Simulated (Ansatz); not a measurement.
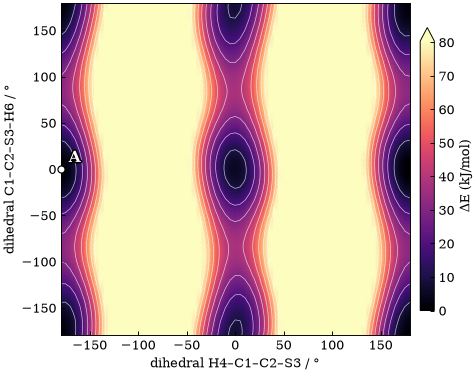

C2H3S, SMILES C=[C-]S, charge −1. Coordinates scanned: (1) dihedral H4–C1–C2–S3; (2) dihedral C1–C2–S3–H6. Nothing is relaxed (all other coordinates rigid). The scan uses an 18 × 18 grid; 164 points were computed and 160 follow by symmetry. Energies: kJ/mol, counted from the lowest grid point. The dihedral twists a double bond; near 90° a spin-restricted reference is unreliable. The calculation used Ansatz 0.2.0, RKS PBE0-D4/def2-SVPD.

The picture shows a smooth colour map with a few white contour lines, one colour for all values above the top of the scale, the point A. Between grid points the surface is interpolated.

Find the lowest pass out of the well at A.

The easiest path leads from the well at dihedral H4–C1–C2–S3 = −180°, dihedral C1–C2–S3–H6 = 0° to the well at dihedral H4–C1–C2–S3 = −180°, dihedral C1–C2–S3–H6 = −180°, about 1.1 kJ/mol higher (on a rigid scan; wells that are mirror images or exchange like atoms can differ by this much). Its highest point lies about 32 kJ/mol above the bottom of the first well on the interpolated surface, at about dihedral H4–C1–C2–S3 = −180°, dihedral C1–C2–S3–H6 = −85°. This is the barrier on the constrained surface; relaxing the other coordinates would change it.

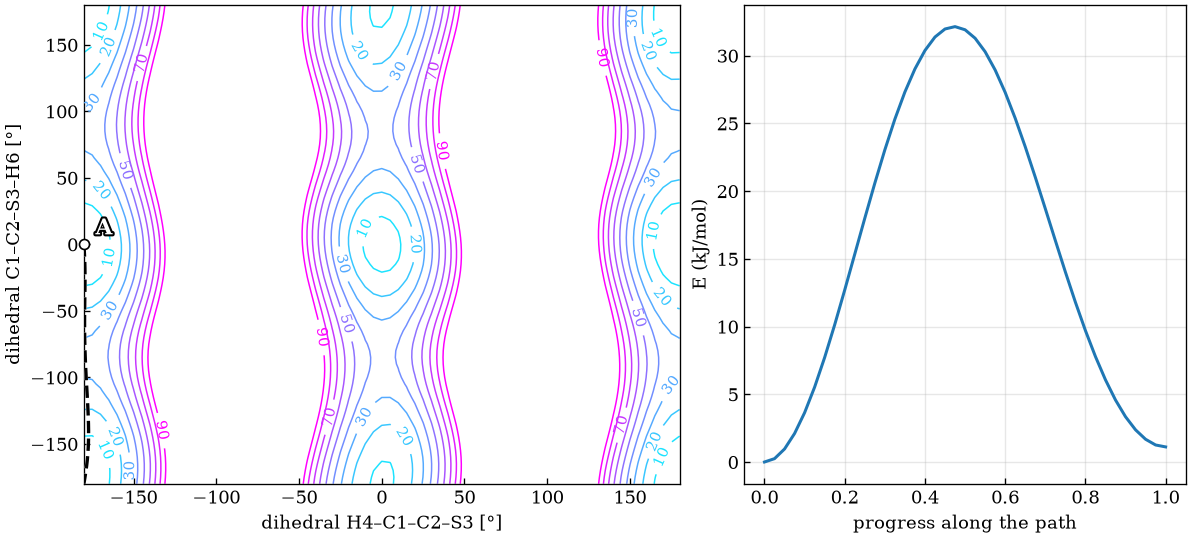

In the figure: contour lines labelled in kJ/mol (none above 90), a line along the lowest path, the energy along the path at the right. Between grid points the surface is interpolated.
